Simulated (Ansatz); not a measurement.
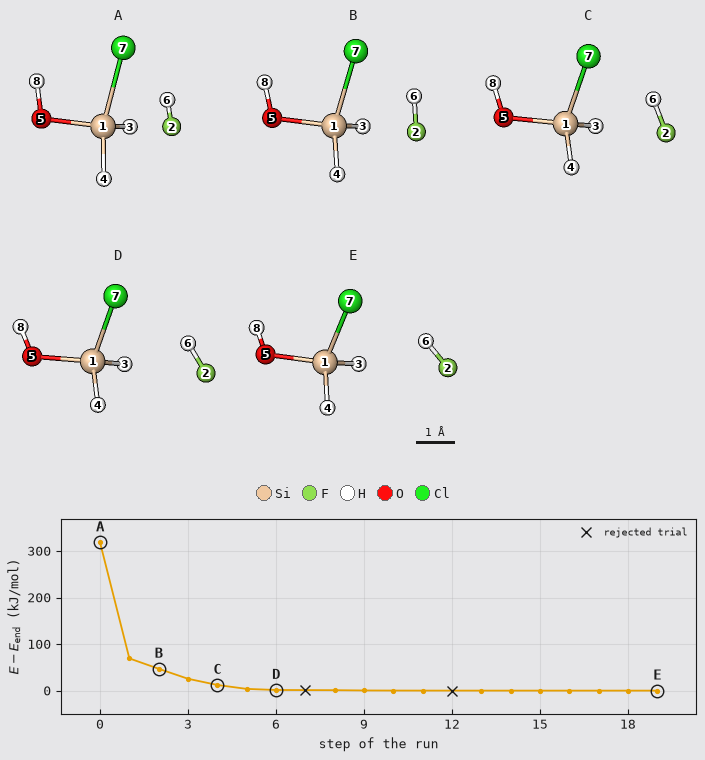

Frames of a relaxation of SiH4OClF (started from a transition state, displaced along its imaginary mode), marked on the history of the run. A ball-and-stick model, seen at a tilt.

These are results of RKS PBE0-D4/def2-TZVP in Ansatz 0.2.0, not measurements.

The input:
```yaml
crystal:
  periodic: [false, false, false]
  atoms:
    - {symbol: Si, position_ang: [-0.440057, -0.189099, -0.088934]}
    - {symbol: F, position_ang: [1.412295, -1.163120, 0.685601]}
    - {symbol: H, position_ang: [-0.488691, -0.883707, -1.410849]}
    - {symbol: H, position_ang: [-0.956279, -1.127711, 0.942071]}
    - {symbol: O, position_ang: [-1.489513, 1.032261, 0.206867]}
    - {symbol: H, position_ang: [1.746521, -0.557166, 0.488039]}
    - {symbol: Cl, position_ang: [1.293275, 1.065641, -0.581201]}
    - {symbol: H, position_ang: [-1.077452, 1.822802, -0.241593]}
basis:
  gaussian: {orbitals: def2-TZVP}
hamiltonian: {xc: pbe0, dispersion: d4}
relax: {f_tol: 0.005, max_steps: 200}
```

Command:
```bash
ansatz run in.yaml --threads 4 --pin off --events-out ev --progress --plain --max-ram 9574MiB
```

### What happens along the run?

Over 17 accepted moves (19 points after the start) the energy falls by 318.3 kJ/mol. Largest force component: 24 eV/Å at the start, 0.0049 eV/Å at the end. The line search rejected the trial steps at points 7, 12 of the run. F2 moves most after the best rigid fit: 1.10 Å. Largest moves by element: F 1.10 Å, H 0.96 Å, Cl 0.83 Å, O 0.46 Å, Si 0.37 Å. Some distances before and after: Si1–F2 2.232 → 3.410 Å, H6–Cl7 1.996 → 2.257 Å, F2–H6 0.720 → 0.929 Å, Si1–Cl7 2.196 → 2.082 Å. Bond angles that change, for instance: H4–Si1–Cl7 142.2° → 107.5°, Si1–O5–H8 104.2° → 119.2°, O5–Si1–Cl7 96.9° → 110.0°. Groups turn about Si1–O5 by about 35°. From step 0 to 2: H6 moves most (0.34 Å), energy −271.4 kJ/mol. From step 2 to 4: F2 moves most (0.39 Å), energy −34.8 kJ/mol. From step 4 to 6: H8 moves most (0.30 Å), energy −10.8 kJ/mol. From step 6 to 19: F2 moves most (0.22 Å), energy −1.36 kJ/mol.
